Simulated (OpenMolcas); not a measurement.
## CH4AlClO: excited-state calculation (part 3 of 3)

CH4AlClO; CASSCF/ANO-RCC-VDZP, DKH2 (OpenMolcas 26.06). The geometry comes from this level: PBE0-D4/def2-TZVP.

Geometry of the input (Å):
```
C  0.1322  1.2506  0.2630
O  0.6453  0.0520  -0.2460
Al 0.1034  -1.5197  -0.4266
Cl -1.8290  -2.0078  0.2244
H  0.1184  2.0124  -0.5225
H  -0.8865  1.1362  0.6500
H  0.7702  1.6126  1.0750
H  1.0380  -2.5933  -1.0729
```

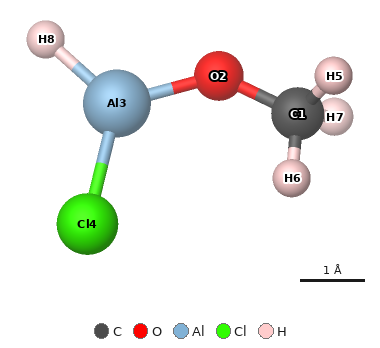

Fig. 1: The structure (ball-and-stick view, seen at a tilt; atoms are numbered from 1 in the order of the input). Sticks mark near contacts.

Output, continued
```
    81 H8     2s         0.0000   -0.0008    0.0087    0.0096   -0.0086    0.0161   -0.0040   -0.0000    0.0042   -0.0234
    82 H8     2px        0.0003    0.0010    0.0005   -0.0028    0.0000   -0.0014   -0.0034    0.0003   -0.0070   -0.0108
    83 H8     2py       -0.0002   -0.0013    0.0029   -0.0004   -0.0030    0.0068    0.0009   -0.0002    0.0082    0.0046
    84 H8     2pz        0.0007   -0.0007    0.0005    0.0010   -0.0008    0.0023    0.0016    0.0009    0.0049    0.0055

      Orbital                21        22        23        24        25        26        27
      Energy            -0.4670   -0.4574   -0.4412   -0.4263    0.0416    0.0680    0.1354
      Occ. No.           2.0000    2.0000    2.0000    1.4999    0.5001    0.0000    0.0000

     1 C1     1s         0.0053    0.0000   -0.0005   -0.0000    0.0003   -0.2092   -0.0697
     2 C1     2s         0.0015   -0.0000    0.0024    0.0001    0.0020   -1.4217   -0.5011
     3 C1     3s         0.0119    0.0000   -0.0014   -0.0000    0.0007   -0.5565   -0.1920
     4 C1     2px       -0.0202   -0.0108    0.0351    0.0668   -0.0576    0.0518   -0.3656
     5 C1     3px       -0.0066    0.0010    0.0023   -0.0020   -0.0225    0.0198   -0.1752
     6 C1     2py        0.0307    0.0068   -0.0320   -0.0416    0.0380   -0.3713   -0.0468
     7 C1     3py       -0.0019   -0.0007    0.0000    0.0014    0.0150   -0.1807   -0.0271
     8 C1     2pz        0.0161   -0.0268   -0.0222    0.1652   -0.1436   -0.1150    0.1327
     9 C1     3pz        0.0022    0.0025   -0.0009   -0.0051   -0.0563   -0.0538    0.0622
    10 C1     3d2-       0.0003   -0.0011   -0.0027    0.0170    0.0053   -0.0185   -0.0019
    11 C1     3d1-      -0.0016   -0.0028    0.0018    0.0370    0.0033    0.0188    0.0105
    12 C1     3d0        0.0001   -0.0009   -0.0002    0.0195    0.0115   -0.0138   -0.0202
    13 C1     3d1+      -0.0029   -0.0007   -0.0002    0.0013   -0.0105   -0.0144   -0.0224
    14 C1     3d2+       0.0067   -0.0009   -0.0020    0.0088   -0.0041   -0.0107    0.0065
    15 O2     1s         0.0031    0.0000   -0.0028   -0.0000    0.0003   -0.0118    0.0535
    16 O2     2s         0.0424    0.0001   -0.0625   -0.0001    0.0026   -0.1138    0.4881
    17 O2     3s         0.0041    0.0000   -0.0050    0.0000    0.0006   -0.0240    0.1183
    18 O2     2px        0.1522    0.0172    0.0122   -0.3451   -0.0845   -0.0173   -0.1552
    19 O2     3px        0.0225    0.0005    0.0046   -0.0268   -0.0336   -0.0073   -0.0327
    20 O2     2py       -0.0026   -0.0106    0.0754    0.2154    0.0523    0.0466   -0.0624
    21 O2     3py       -0.0036   -0.0003   -0.0020    0.0167    0.0208   -0.0268    0.0297
    22 O2     2pz       -0.0625    0.0419    0.0139   -0.8538   -0.2097    0.0177    0.0478
    23 O2     3pz       -0.0100    0.0012   -0.0024   -0.0662   -0.0827   -0.0041    0.0211
    24 O2     3d2-       0.0019   -0.0006   -0.0039    0.0006   -0.0034    0.0040   -0.0013
    25 O2     3d1-      -0.0016   -0.0018    0.0021    0.0113   -0.0078   -0.0035    0.0015
    26 O2     3d0        0.0013   -0.0003    0.0002   -0.0054   -0.0040    0.0017   -0.0022
    27 O2     3d1+       0.0020   -0.0008   -0.0004    0.0131   -0.0006    0.0016   -0.0033
    28 O2     3d2+      -0.0002   -0.0008   -0.0019    0.0084   -0.0020    0.0031    0.0019
    29 AL3    1s        -0.0011   -0.0000    0.0013    0.0000    0.0000    0.0032    0.0127
    30 AL3    2s         0.0018   -0.0000   -0.0060    0.0002    0.0007    0.0286    0.2594
    31 AL3    3s        -0.1586   -0.0001    0.2225   -0.0003   -0.0046   -0.0149   -1.4690
    32 AL3    4s        -0.0029    0.0000    0.0124   -0.0001   -0.0011    0.0111   -0.3559
    33 AL3    2px        0.0262   -0.0055   -0.0234    0.0082    0.0045   -0.0058    0.0108
    34 AL3    3px       -0.2260    0.0329    0.1819    0.0078    0.3941   -0.1031    0.1971
    35 AL3    4px        0.0083   -0.0034   -0.0107    0.0063    0.0135   -0.0041    0.0175
    36 AL3    2py       -0.0163    0.0035    0.0105   -0.0053   -0.0029   -0.0069    0.0056
    37 AL3    3py        0.1621   -0.0208   -0.1184   -0.0047   -0.2503   -0.0189   -0.0735
    38 AL3    4py       -0.0055    0.0021    0.0023   -0.0040   -0.0087   -0.0025   -0.0117
    39 AL3    2pz       -0.0146   -0.0138    0.0120    0.0204    0.0112    0.0006   -0.0029
    40 AL3    3pz        0.1314    0.0829   -0.1027    0.0191    0.9829    0.0401   -0.1015
    41 AL3    4pz       -0.0047   -0.0084    0.0048    0.0158    0.0338    0.0012   -0.0102
    42 AL3    3d2-       0.0266    0.0100   -0.1103   -0.0159   -0.0173   -0.0148    0.0393
    43 AL3    3d1-      -0.0234   -0.0098    0.0441   -0.0475   -0.0185   -0.0314    0.0829
    44 AL3    3d0        0.0000    0.0308    0.0141   -0.0110   -0.0328    0.0586   -0.1620
    45 AL3    3d1+      -0.0130   -0.0404   -0.0255   -0.0179    0.0229    0.0372   -0.1113
    46 AL3    3d2+       0.0498   -0.0203   -0.0028   -0.0188    0.0062    0.0223   -0.0435
    47 CL4    1s        -0.0023   -0.0000    0.0013    0.0000    0.0000   -0.0032    0.0103
    48 CL4    2s        -0.0198   -0.0000    0.0106    0.0000    0.0002   -0.0295    0.0937
    49 CL4    3s        -0.0904   -0.0001    0.0362    0.0001    0.0011   -0.1559    0.4653
    50 CL4    4s        -0.0231   -0.0000    0.0173    0.0001    0.0002   -0.0292    0.0902
    51 CL4    2px       -0.0039   -0.0014    0.0026   -0.0003   -0.0034   -0.0026    0.0173
    52 CL4    3px        0.2579    0.3440   -0.3678    0.0251   -0.1224   -0.0769    0.4414
    53 CL4    4px       -0.0032    0.0034   -0.0034   -0.0001   -0.0261   -0.0277    0.1599
    54 CL4    2py       -0.0040    0.0009   -0.0013    0.0002    0.0022   -0.0033    0.0068
    55 CL4    3py        0.7016   -0.2165    0.5995   -0.0166    0.0788   -0.1204    0.1940
    56 CL4    4py        0.0036   -0.0021    0.0153    0.0000    0.0168   -0.0304    0.0514
    57 CL4    2pz        0.0006   -0.0035   -0.0014   -0.0007   -0.0087    0.0002   -0.0052
    58 CL4    3pz        0.0733    0.8582    0.2991    0.0632   -0.3087   -0.0009   -0.1264
    59 CL4    4pz        0.0022    0.0085    0.0052   -0.0003   -0.0659    0.0032   -0.0508
    60 CL4    3d2-       0.0308   -0.0030    0.0088   -0.0004   -0.0074    0.0016   -0.0157
    61 CL4    3d1-      -0.0077    0.0120   -0.0010    0.0016    0.0105    0.0005    0.0111
    62 CL4    3d0       -0.0132   -0.0149    0.0017   -0.0018   -0.0248    0.0008   -0.0018
    63 CL4    3d1+      -0.0024    0.0242    0.0131    0.0031    0.0343    0.0049   -0.0018
    64 CL4    3d2+       0.0035    0.0136   -0.0187    0.0017    0.0178   -0.0075   -0.0127
    65 H5     1s        -0.0018    0.0374   -0.0082   -0.2729   -0.2159    0.6865    0.4433
    66 H5     2s        -0.0002    0.0073   -0.0018   -0.0486   -0.1541    0.5408    0.3488
    67 H5     2px        0.0003   -0.0004    0.0005    0.0021    0.0045   -0.0004    0.0060
    68 H5     2py        0.0008   -0.0023   -0.0003    0.0118    0.0065   -0.0349   -0.0107
    69 H5     2pz       -0.0001    0.0016   -0.0009   -0.0058   -0.0081    0.0470    0.0292
    70 H6     1s        -0.0131   -0.0003   -0.0001    0.0013    0.0016    0.4654   -0.3858
    71 H6     2s        -0.0254   -0.0002    0.0144    0.0003    0.0010    0.3662   -0.2970
    72 H6     2px       -0.0047   -0.0003    0.0001    0.0026    0.0026    0.0368   -0.0278
    73 H6     2py       -0.0003    0.0002   -0.0028   -0.0016   -0.0016    0.0144    0.0107
    74 H6     2pz        0.0018   -0.0006   -0.0008    0.0062    0.0064   -0.0113    0.0141
    75 H7     1s        -0.0012   -0.0371   -0.0081    0.2711    0.2115    0.6893    0.4547
    76 H7     2s        -0.0000   -0.0071   -0.0019    0.0482    0.1508    0.5429    0.3578
    77 H7     2px        0.0004    0.0017    0.0010   -0.0073   -0.0096   -0.0375   -0.0173
    78 H7     2py        0.0006    0.0015   -0.0005   -0.0085   -0.0031   -0.0123    0.0028
    79 H7     2pz        0.0002    0.0016    0.0001   -0.0069   -0.0045   -0.0435   -0.0273
    80 H8     1s        -0.3049   -0.0003    0.3607    0.0002    0.0016   -0.0358    0.6475
    81 H8     2s         0.0402    0.0000   -0.0277    0.0001    0.0004    0.0306    0.3364
    82 H8     2px        0.0072    0.0010   -0.0122   -0.0004    0.0083   -0.0045    0.0057
    83 H8     2py       -0.0169   -0.0006    0.0130    0.0003   -0.0052    0.0055   -0.0065
    84 H8     2pz       -0.0072    0.0024    0.0082   -0.0011    0.0205    0.0033   -0.0040
--

      Von Neumann Entropy (Root   1) =  0.01477

      Mulliken population analysis for root number:  1
      -----------------------------------------------

++    Molecular charges:
      ------------------

      Mulliken charges per centre and basis function type
      ---------------------------------------------------

                C1      O2      AL3     CL4     H5      H6      H7      H8
      1s       1.9987  2.0000  2.0000  2.0000  0.9893  0.9858  0.9896  1.0021
      2s       0.7827  1.8429  1.9926  1.9993  0.0076  0.0036  0.0075 -0.0015
      2px      0.9714  1.8364  1.9999  2.0000  0.0115  0.0313  0.0188  0.0051
      2pz      0.9800  1.7708  1.9998  2.0000  0.0227  0.0136  0.0243  0.0033
      2py      0.7202  1.4802  1.9994  2.0000  0.0174  0.0061  0.0084  0.0074
      3s      -0.0153 -0.0043  0.6742  1.9291  0.0000  0.0000  0.0000  0.0000
      3px     -0.0176 -0.0209  0.3876  1.6813  0.0000  0.0000  0.0000  0.0000
      3pz     -0.0201 -0.0074  0.2528  1.8812  0.0000  0.0000  0.0000  0.0000
      3py     -0.0235 -0.0224  0.3534  1.8920  0.0000  0.0000  0.0000  0.0000
      4s       0.0000  0.0000  0.0171 -0.0021  0.0000  0.0000  0.0000  0.0000
      3d2+     0.0351  0.0048  0.0831  0.0083  0.0000  0.0000  0.0000  0.0000
      3d1+     0.0236  0.0026  0.0530  0.0061  0.0000  0.0000  0.0000  0.0000
      3d0      0.0146  0.0026  0.0224  0.0029  0.0000  0.0000  0.0000  0.0000
      3d1-     0.0399  0.0066  0.0552  0.0010  0.0000  0.0000  0.0000  0.0000
      3d2-     0.0240  0.0072  0.1343  0.0056  0.0000  0.0000  0.0000  0.0000
      4px      0.0000  0.0000  0.0059 -0.0064  0.0000  0.0000  0.0000  0.0000
      4pz      0.0000  0.0000 -0.0009 -0.0021  0.0000  0.0000  0.0000  0.0000
      4py      0.0000  0.0000  0.0086 -0.0012  0.0000  0.0000  0.0000  0.0000
      Total    5.5137  8.8990 12.0385 17.3950  1.0484  1.0405  1.0486  1.0163

      N-E      0.4863 -0.8990  0.9615 -0.3950 -0.0484 -0.0405 -0.0486 -0.0163

      Total electronic charge=   48.000000

      Total            charge=   -0.000000
--

      Expectation values of various properties for root number:  1
      -----------------------------------------------------------

++    Molecular properties:
      ---------------------

      Charge (e):
                      =   -0.0000
      Dipole Moment (debye):
      Origin of the operator (angstrom)=   -0.5130   -0.9916   -0.0459
                   X=  2.0185E-01               Y=  8.0207E-01               Z=  1.1678E-01           Total=  8.3529E-01
      Quadrupole Moment (debye*angstrom):
      Origin of the operator (angstrom)=   -0.5130   -0.9916   -0.0459
                  XX= -4.3389E+01              XY= -2.5181E+00              XZ=  2.5025E+00              YY= -3.5558E+01
                  YZ=  1.0106E+00              ZZ= -3.6296E+01
      In traceless form (debye*angstrom)
                  XX= -7.4617E+00              XY= -3.7772E+00              XZ=  3.7538E+00              YY=  4.2843E+00
                  YZ=  1.5158E+00              ZZ=  3.1774E+00
--

      LoProp population analysis for root number:  1
      -----------------------------------------------

++    LoProp analysis:
      ----------------

++    Static properties:
      ------------------

      LoProp Charges per center

                   C1       O2       AL3      CL4      H5       H6       H7       H8
      Nuclear      6.0000   8.0000  13.0000  17.0000   1.0000   1.0000   1.0000   1.0000
      Electronic  -6.0505  -8.7669 -12.0132 -17.3683  -0.8853  -0.8949  -0.8854  -1.1355

      Total       -0.0505  -0.7669   0.9868  -0.3683   0.1147   0.1051   0.1146  -0.1355
--

      Natural Bond Order analysis for root number:  1

++    Natural Bond Order analysis
      ---------------------------
      Based on LoProp computed density
      -------------------------------------------------------------------------------------
      Atom A       Atom B       Bond Order
        AL3          H8             0.820
      -------------------------------------------------------------------------------------
      NBO located      1.640 electrons involved in    1 bonds.
      NBO located      0.996 non-bonded electrons on atom C1
      NBO located      1.000 non-bonded electrons on atom O2
      NBO located      0.951 non-bonded electrons on atom O2
      NBO located      0.969 non-bonded electrons on atom AL3
      NBO located      0.996 non-bonded electrons on atom AL3
      NBO located      0.997 non-bonded electrons on atom AL3
      NBO located      1.000 non-bonded electrons on atom AL3
      NBO located      0.999 non-bonded electrons on atom AL3
      NBO located      1.014 non-bonded electrons on atom CL4
      NBO located      0.999 non-bonded electrons on atom CL4
      NBO located      1.000 non-bonded electrons on atom CL4
      NBO located      1.000 non-bonded electrons on atom CL4
      NBO located      1.000 non-bonded electrons on atom CL4
      NBO located      1.000 non-bonded electrons on atom CL4
      The remaining   10.678 electrons are to be considered as diffuse
--

--

      Von Neumann Entropy (Root   2) =  0.91808

      Mulliken population analysis for root number:  2
      -----------------------------------------------

++    Molecular charges:
      ------------------

      Mulliken charges per centre and basis function type
      ---------------------------------------------------

                C1      O2      AL3     CL4     H5      H6      H7      H8
      1s       1.9987  2.0000  2.0000  2.0000  0.9827  0.9858  0.9822  1.0021
      2s       0.7827  1.8429  1.9926  1.9993  0.0109  0.0036  0.0101 -0.0015
      2px      0.9658  1.7550  1.9999  2.0000  0.0116  0.0313  0.0185  0.0061
      2pz      0.9460  1.2728  1.9998  2.0000  0.0223  0.0138  0.0241  0.0096
      2py      0.7180  1.4484  1.9994  2.0000  0.0172  0.0061  0.0085  0.0078
      3s      -0.0153 -0.0043  0.6742  1.9291  0.0000  0.0000  0.0000  0.0000
      3px     -0.0184 -0.0284  0.4855  1.6817  0.0000  0.0000  0.0000  0.0000
      3pz     -0.0253 -0.0533  0.8622  1.8834  0.0000  0.0000  0.0000  0.0000
      3py     -0.0238 -0.0253  0.3930  1.8921  0.0000  0.0000  0.0000  0.0000
      4s       0.0000  0.0000  0.0171 -0.0021  0.0000  0.0000  0.0000  0.0000
      3d2+     0.0343  0.0044  0.0802  0.0097  0.0000  0.0000  0.0000  0.0000
      3d1+     0.0237  0.0021  0.0492  0.0114  0.0000  0.0000  0.0000  0.0000
      3d0      0.0133  0.0030  0.0273  0.0056  0.0000  0.0000  0.0000  0.0000
      3d1-     0.0298  0.0054  0.0501  0.0015  0.0000  0.0000  0.0000  0.0000
      3d2-     0.0224  0.0073  0.1358  0.0058  0.0000  0.0000  0.0000  0.0000
      4px      0.0000  0.0000  0.0057 -0.0091  0.0000  0.0000  0.0000  0.0000
      4pz      0.0000  0.0000 -0.0022 -0.0193  0.0000  0.0000  0.0000  0.0000
      4py      0.0000  0.0000  0.0085 -0.0023  0.0000  0.0000  0.0000  0.0000
      Total    5.4519  8.2300 12.7782 17.3869  1.0448  1.0407  1.0435  1.0240

      N-E      0.5481 -0.2300  0.2218 -0.3869 -0.0448 -0.0407 -0.0435 -0.0240

      Total electronic charge=   48.000000

      Total            charge=   -0.000000
--

      Expectation values of various properties for root number:  2
      -----------------------------------------------------------

++    Molecular properties:
      ---------------------

      Charge (e):
                      =   -0.0000
      Dipole Moment (debye):
      Origin of the operator (angstrom)=   -0.5130   -0.9916   -0.0459
                   X=  1.8154E+00               Y=  7.8085E+00               Z=  1.2836E+00           Total=  8.1189E+00
      Quadrupole Moment (debye*angstrom):
      Origin of the operator (angstrom)=   -0.5130   -0.9916   -0.0459
                  XX= -4.3329E+01              XY=  4.0215E+00              XZ=  1.7282E+00              YY= -3.4070E+01
                  YZ=  3.0587E-01              ZZ= -4.2258E+01
      In traceless form (debye*angstrom)
                  XX= -5.1642E+00              XY=  6.0323E+00              XZ=  2.5923E+00              YY=  8.7233E+00
                  YZ=  4.5881E-01              ZZ= -3.5591E+00
--

      LoProp population analysis for root number:  2
      -----------------------------------------------

++    LoProp analysis:
      ----------------

++    Static properties:
      ------------------

      LoProp Charges per center

                   C1       O2       AL3      CL4      H5       H6       H7       H8
      Nuclear      6.0000   8.0000  13.0000  17.0000   1.0000   1.0000   1.0000   1.0000
      Electronic  -6.0149  -8.1636 -12.6833 -17.3826  -0.8619  -0.8949  -0.8616  -1.1370

      Total       -0.0149  -0.1636   0.3167  -0.3826   0.1381   0.1051   0.1384  -0.1370
--

      Natural Bond Order analysis for root number:  2

++    Natural Bond Order analysis
      ---------------------------
      Based on LoProp computed density
      -------------------------------------------------------------------------------------
      Atom A       Atom B       Bond Order
        AL3          H8             0.800
      -------------------------------------------------------------------------------------
      NBO located      1.599 electrons involved in    1 bonds.
      NBO located      0.996 non-bonded electrons on atom C1
      NBO located      1.000 non-bonded electrons on atom O2
      NBO located      0.966 non-bonded electrons on atom AL3
      NBO located      0.996 non-bonded electrons on atom AL3
      NBO located      1.000 non-bonded electrons on atom AL3
      NBO located      0.997 non-bonded electrons on atom AL3
      NBO located      0.999 non-bonded electrons on atom AL3
      NBO located      1.015 non-bonded electrons on atom CL4
      NBO located      0.991 non-bonded electrons on atom CL4
      NBO located      0.999 non-bonded electrons on atom CL4
      NBO located      1.000 non-bonded electrons on atom CL4
      NBO located      1.000 non-bonded electrons on atom CL4
      NBO located      1.000 non-bonded electrons on atom CL4
      NBO located      1.000 non-bonded electrons on atom CL4
      The remaining   10.266 electrons are to be considered as diffuse
--

--

      Average orbitals are written to the RASORB file
      Natural orbitals for root   1 are written to the RASORB.1 file
      Natural orbitals for root   2 are written to the RASORB.2 file
      Spin density orbitals for root   1 are written to the SPDORB.1 file
      Spin density orbitals for root   2 are written to the SPDORB.2 file

--- Stop Module: rasscf /rc=_RC_ALL_IS_WELL_ ---
           step2.SpdOrb.1 step2.SpdOrb.2 xmldump
--- Module rasscf spent 8 seconds ---

.##################.
.# Happy landing! #.
.##################.

    Timing: Wall=14.61 User=13.33 System=1.16
```
